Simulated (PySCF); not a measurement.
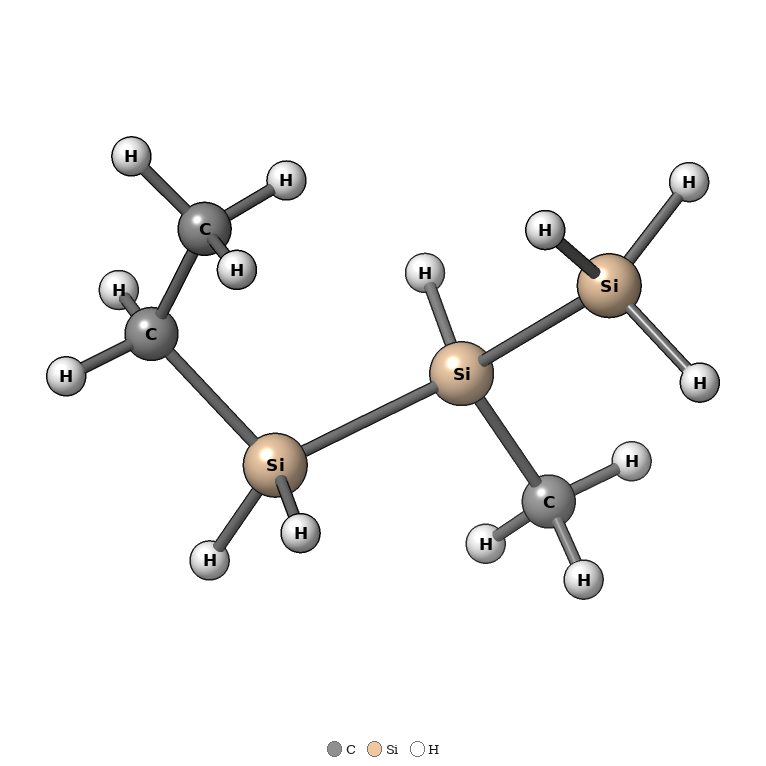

The geometry was computed by an optimisation with GFN2-xTB. No frequency run is at hand to confirm it as a minimum. Properties computed with CAM-B3LYP/def2-SVPD, gas phase (PySCF 2.14.0). Excitations: vertical, linear response.

Predict the main results.

The species is C₃H₁₄Si₃ (`CC[SiH2][Si@H](C)[SiH3]`).
- dipole moment: 0.52 D
- HOMO energy (Kohn–Sham orbital): −9.03 eV
- LUMO energy (Kohn–Sham orbital): 0.58 eV
- HOMO–LUMO gap: 9.61 eV
- mean static polarisability: 124.2 bohr³
- lowest vertical singlet excitation: 6.49 eV
- its oscillator strength: 0.042
- brightest of the 8 lowest singlets: 6.83 eV
- its oscillator strength: 0.17

The geometry is semi-empirical. Around Si such bond lengths and angles can be off by a tenth of an ångström or more and by several degrees, and values that hang on the shape move with them.
